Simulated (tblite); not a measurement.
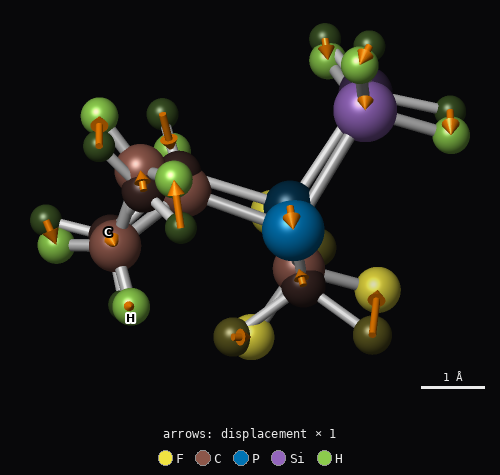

A relaxation of C₄H₈F₃PSi. The starting structure is drawn faded, the final one solid; orange arrows show the displacements, at their true length. The two geometries are superimposed by the best rigid fit.

A ball-and-stick model, seen at a tilt.

Theory: GFN2-xTB geometry optimisation, gas phase in tblite 0.8.0. 

Q: Which element moves most?

A: Fluorine: up to 1.06 Å, against 0.78 Å for hydrogen.

Q: Describe the change and its energy.

A: Over 129 geometry steps the energy falls by 0.867 eV. An F atom moves most after the best rigid fit: 1.06 Å. By element the largest moves are F 1.06 Å, H 0.78 Å, P 0.44 Å, C 0.36 Å, Si 0.33 Å. Near-neighbour distances that change, for instance: P–Si 2.199 → 2.256 Å, C–F 1.397 → 1.340 Å, C–C 1.518 → 1.491 Å, C–H 1.107 → 1.080 Å. Bond angles that change, for instance: C–P–Si 112.3° → 95.5°, C–P–C 111.8° → 95.5°, Si–P–C 107.1° → 100.4°. Groups turn about C–P by about 30°.
